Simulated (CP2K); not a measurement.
**GFN2-xTB run of Si2H6TeO2 (SMILES O[SiH](O)[SiH2][TeH])**

What is the vertical electron affinity of Si2H6TeO2 at GFN2-xTB? The job is set up through an ASE script.

The results are computed with CP2K 2026.2.

2 further runs of the same task are left out: 2 set aside as unsound or not needed.

## (1) The structure to begin with

Si2H6TeO2 has 11 atoms, charge 0, and is taken as a singlet. As SMILES, `O[SiH](O)[SiH2][TeH]`. Geometry: a rough force-field guess. This is one conformer, not always the lowest.

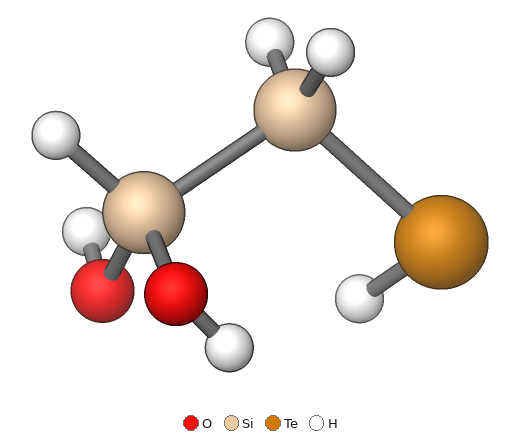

The structure, seen from a chosen angle (oxygen red, silicon light orange, tellurium orange, hydrogen white).

## (2) Energy and gradient at GFN2-xTB

File job.py:

```python
import numpy as np
from ase import Atoms
from ase.calculators.cp2k import CP2K

atoms = Atoms(['O', 'Si', 'O', 'Si', 'Te', 'H', 'H', 'H', 'H', 'H', 'H'],
              positions=[(-0.693900, 2.017500, 0.537400),
                         (-0.307200, 0.879500, -0.641800),
                         (-1.711900, -0.057900, -1.063100),
                         (1.359300, -0.432800, 0.196900),
                         (0.399100, -1.606400, 2.195500),
                         (-1.115300, 1.558100, 1.280100),
                         (0.235500, 1.555100, -1.841200),
                         (-1.319000, -0.664500, -1.756100),
                         (2.460400, 0.381900, 0.612400),
                         (1.672200, -1.440600, -0.784400),
                         (-0.913700, -2.246900, 1.284900)])
atoms.set_cell([12.2, 12.3, 12.0])
atoms.center()
cp2k_input = """
&FORCE_EVAL
 METHOD QUICKSTEP
 &DFT
  CHARGE 0
  MULTIPLICITY 1
  &QS
   METHOD XTB
   EPS_DEFAULT 1.0E-10
   &XTB
    GFN_TYPE TBLITE
    &TBLITE
     METHOD GFN2
    &END TBLITE
    CHECK_ATOMIC_CHARGES F
   &END XTB
  &END QS
  &POISSON
   PERIODIC NONE
   POISSON_SOLVER ANALYTIC
  &END POISSON
  &SCF
   SCF_GUESS ATOMIC
   EPS_SCF 1.0E-07
   MAX_SCF 150
   ADDED_MOS 8
   &DIAGONALIZATION
    ALGORITHM STANDARD
   &END DIAGONALIZATION
   &MIXING
    METHOD DIRECT_P_MIXING
    ALPHA 0.4
   &END MIXING
   &SMEAR ON
    METHOD FERMI_DIRAC
    ELECTRONIC_TEMPERATURE [K] 300
   &END SMEAR
  &END SCF
  &PRINT
   &MOMENTS
    PERIODIC F
    REFERENCE COM
    MAX_MOMENT 1
   &END MOMENTS
   &MO ON
    ENERGIES T
    OCCUPATION_NUMBERS T
    NDIGITS 6
    &EACH
     QS_SCF 0
    &END EACH
    ADD_LAST NUMERIC
   &END MO
   &HIRSHFELD OFF
   &END HIRSHFELD
  &END PRINT
 &END DFT
 &SUBSYS
 &END SUBSYS
&END FORCE_EVAL
"""
calc = CP2K(command="cp2k.psmp -s", label="gas", inp=cp2k_input, basis_set=None, basis_set_file=None, potential_file=None, pseudo_potential=None, xc=None, cutoff=None, max_scf=None, charge=None, uks=False,
            force_eval_method=None, print_level="LOW", poisson_solver=None, stress_tensor=False)
atoms.calc = calc
print("E / eV:", round(atoms.get_potential_energy(), 6))
forces = atoms.get_forces()
print(np.array2string(forces, precision=5, suppress_small=True))
print("largest force / (eV/A): %.4f" % np.linalg.norm(forces, axis=1).max())
```

On the command line:

```sh
$ OMP_NUM_THREADS=1 python job.py
```

The program printed:

```text
E / eV: -484.682341
[[-0.13391 -1.60351 -0.78309]
 [-1.18429  0.42671  0.1701 ]
 [ 2.87989  0.07552 -0.88504]
 [-1.09547 -0.13943  0.26406]
 [-0.40828 -0.42021 -0.2015 ]
 [ 0.11616  0.5875  -0.2877 ]
 [-0.50071  0.14887  0.27738]
 [-1.34276  0.81563  1.15894]
 [ 0.5469   0.05069  0.19998]
 [ 0.46038 -0.33508 -0.30449]
 [ 0.66208  0.39331  0.39137]]
largest force / (eV/A): 3.0138
```

gas.out:

```text
CP2K| version string:                                       CP2K version 2026.2
 CP2K| Input file name                                                   gas.inp

 GLOBAL| Basis set file name                                           BASIS_SET
 GLOBAL| Potential file name                                           POTENTIAL
 GLOBAL| Coordinate file name                                      __STD_INPUT__
 GLOBAL| Method name                                                        CP2K
 GLOBAL| Project name                                                        gas
 GLOBAL| Run type                                                   ENERGY_FORCE
 GLOBAL| FFT library                                                       FFTW3
 GLOBAL| Diagonalization library                                       ScaLAPACK
 GLOBAL| Global print level                                                  LOW
 GLOBAL| Total number of message passing processes                             1
 GLOBAL| Number of threads for this process                                    1
 GLOBAL| CPU model name                                                  UNKNOWN

 GENERATE|  Preliminary Number of Bonds generated:                             0
 GENERATE|  Achieved consistency in connectivity generation.

[... 3 lines left out ...]
 *** WARNING in qs_kind_types.F:2330 :: Information provided in the input ***
[... 5 lines left out ...]
 *** WARNING in qs_kind_types.F:2330 :: Information provided in the input ***
[... 94 lines left out ...]
  *** SCF run converged in    32 steps ***
[... 2 lines left out ...]
  Repulsive potential energy:                                   0.08794880671121
[... 1 line left out ...]
  Self-consistent dispersion energy:                           -0.00923981549383
[... 2 lines left out ...]
  Electronic entropic energy:                                  -0.00000000000000
[... 2 lines left out ...]
  Total energy:                                               -17.81174904823872
[... 2 lines left out ...]
 TB_DIPOLE| Dipole type                                             non-periodic
[... 1 line left out ...]
 TB_DIPOLE| Moment [a.u.]           0.57791257      -0.56127028       0.01632166
[... 1 line left out ...]
 TB_DIPOLE| Derivative [a.u.]       0.00000000       0.00000000       0.00000000
[... 39 lines left out ...]
 -------------------------------------------------------------------------------
```

Wall time 1.7 s (1 thread of Arm Neoverse N1, shared host); peak memory 0.14 GiB.

## (3) The doublet anion, same level

File run.py:

```python
import numpy as np
from ase import Atoms
from ase.calculators.cp2k import CP2K

atoms = Atoms(['O', 'Si', 'O', 'Si', 'Te', 'H', 'H', 'H', 'H', 'H', 'H'],
              positions=[(-0.693900, 2.017500, 0.537400),
                         (-0.307200, 0.879500, -0.641800),
                         (-1.711900, -0.057900, -1.063100),
                         (1.359300, -0.432800, 0.196900),
                         (0.399100, -1.606400, 2.195500),
                         (-1.115300, 1.558100, 1.280100),
                         (0.235500, 1.555100, -1.841200),
                         (-1.319000, -0.664500, -1.756100),
                         (2.460400, 0.381900, 0.612400),
                         (1.672200, -1.440600, -0.784400),
                         (-0.913700, -2.246900, 1.284900)])
atoms.set_cell([12.2, 12.3, 12.0])
atoms.center()
template = """
&FORCE_EVAL
   METHOD QUICKSTEP
   &DFT
      CHARGE -1
      MULTIPLICITY 2
      SPIN_POLARIZED T
      &QS
         METHOD XTB
         EPS_DEFAULT 1.0E-10
         &XTB
            GFN_TYPE TBLITE
            &TBLITE
               METHOD GFN2
            &END TBLITE
            CHECK_ATOMIC_CHARGES F
         &END XTB
      &END QS
      # cluster boundary conditions
      &POISSON
         PERIODIC NONE
         POISSON_SOLVER ANALYTIC
      &END POISSON
      # self-consistent field
      &SCF
         SCF_GUESS ATOMIC
         EPS_SCF 1.0E-07
         MAX_SCF 150
         ADDED_MOS 8
         &DIAGONALIZATION
            ALGORITHM STANDARD
         &END DIAGONALIZATION
         &MIXING
            METHOD DIRECT_P_MIXING
            ALPHA 0.4
         &END MIXING
      &END SCF
      &PRINT
         &MOMENTS
            PERIODIC F
            REFERENCE COM
            MAX_MOMENT 1
         &END MOMENTS
         &MO ON
            ENERGIES T
            OCCUPATION_NUMBERS T
            NDIGITS 6
            &EACH
               QS_SCF 0
            &END EACH
            ADD_LAST NUMERIC
         &END MO
         &HIRSHFELD OFF
         &END HIRSHFELD
      &END PRINT
   &END DFT
   &SUBSYS
   &END SUBSYS
&END FORCE_EVAL
"""
cp2k = CP2K(command="cp2k.psmp -s", label="job", inp=template, basis_set=None, basis_set_file=None, potential_file=None, pseudo_potential=None, xc=None, cutoff=None, max_scf=None, charge=None, uks=False,
            force_eval_method=None, print_level="LOW", poisson_solver=None, stress_tensor=False)
atoms.calc = cp2k
print("E / eV:", round(atoms.get_potential_energy(), 6))
forces = atoms.get_forces()
print(np.array2string(forces, precision=5, suppress_small=True))
print("largest force / (eV/A): %.4f" % np.linalg.norm(forces, axis=1).max())
```

On the command line:

```sh
$ OMP_NUM_THREADS=1 python run.py
```

The program printed:

```text
E / eV: -487.552312
[[-0.47175 -0.65969 -0.19654]
 [ 1.00898 -0.86232  0.64184]
 [ 1.9123  -0.24139 -1.4964 ]
 [-2.693    0.24083 -1.12628]
 [ 1.04084 -0.19014  2.25289]
 [ 0.2824   0.41096 -0.48154]
 [-0.84335  0.54631 -0.12563]
 [-1.19501  0.91101  1.34863]
 [ 0.89341  0.20844  0.57123]
 [ 0.62474 -0.29468 -0.42529]
 [-0.55956 -0.06933 -0.96291]]
largest force / (eV/A): 2.9289
```

job.out:

```text
CP2K| version string:                                       CP2K version 2026.2
 CP2K| Input file name                                                   job.inp

 GLOBAL| Basis set file name                                           BASIS_SET
 GLOBAL| Potential file name                                           POTENTIAL
 GLOBAL| Coordinate file name                                      __STD_INPUT__
 GLOBAL| Method name                                                        CP2K
 GLOBAL| Project name                                                        job
 GLOBAL| Run type                                                   ENERGY_FORCE
 GLOBAL| FFT library                                                       FFTW3
 GLOBAL| Diagonalization library                                       ScaLAPACK
 GLOBAL| Global print level                                                  LOW
 GLOBAL| Total number of message passing processes                             1
 GLOBAL| Number of threads for this process                                    1
 GLOBAL| CPU model name                                                  UNKNOWN

 GENERATE|  Preliminary Number of Bonds generated:                             0
 GENERATE|  Achieved consistency in connectivity generation.

[... 3 lines left out ...]
 *** WARNING in qs_kind_types.F:2330 :: Information provided in the input ***
[... 5 lines left out ...]
 *** WARNING in qs_kind_types.F:2330 :: Information provided in the input ***
[... 103 lines left out ...]
  *** SCF run converged in    33 steps ***
[... 2 lines left out ...]
  Repulsive potential energy:                                   0.08794880671121
[... 1 line left out ...]
  Self-consistent dispersion energy:                           -0.01158975401163
[... 2 lines left out ...]
  Electronic entropic energy:                                  -0.00014897182578
[... 2 lines left out ...]
  Total energy:                                               -17.91721856817493
[... 2 lines left out ...]
 TB_DIPOLE| Dipole type                                             non-periodic
[... 1 line left out ...]
 TB_DIPOLE| Moment [a.u.]           0.38763029      -1.39175475       1.97039230
[... 1 line left out ...]
 TB_DIPOLE| Derivative [a.u.]       0.00000000       0.00000000       0.00000000
[... 49 lines left out ...]
 -------------------------------------------------------------------------------
```

Run time: 1.7 s. Hardware: 1 thread of Arm Neoverse N1, shared host; peak memory 0.14 GiB.

## (4) Results

At GFN2-xTB:

| quantity | value |
| --- | --- |
| singlet Si2H6TeO2: total energy | -17.81175 Eh |
| singlet Si2H6TeO2: dipole moment (from atomic charges alone) | 2.05 D |
| singlet Si2H6TeO2: HOMO energy | -9.36 eV |
| singlet Si2H6TeO2: LUMO energy | -5.63 eV |
| singlet Si2H6TeO2: HOMO–LUMO gap | 3.73 eV |
| doublet anion: total energy | -17.91722 Eh |
| doublet anion: HOMO energy (highest over α and β) | -0.15 eV |
| doublet anion: LUMO energy (lowest over α and β) | 0.07 eV |
| vertical electron affinity (to the doublet anion) | 2.870 eV |

In words: At fixed nuclei the extra electron is bound by 2.87 eV (277 kJ/mol). A minimal valence basis can't be trusted even for the sign of an electron affinity. xTB total energies overstate such differences by several eV unless an empirical shift is taken off; none is applied here. The dipole (singlet Si2H6TeO2) comes from point charges on the atoms alone, without atomic dipoles, so it is partial.
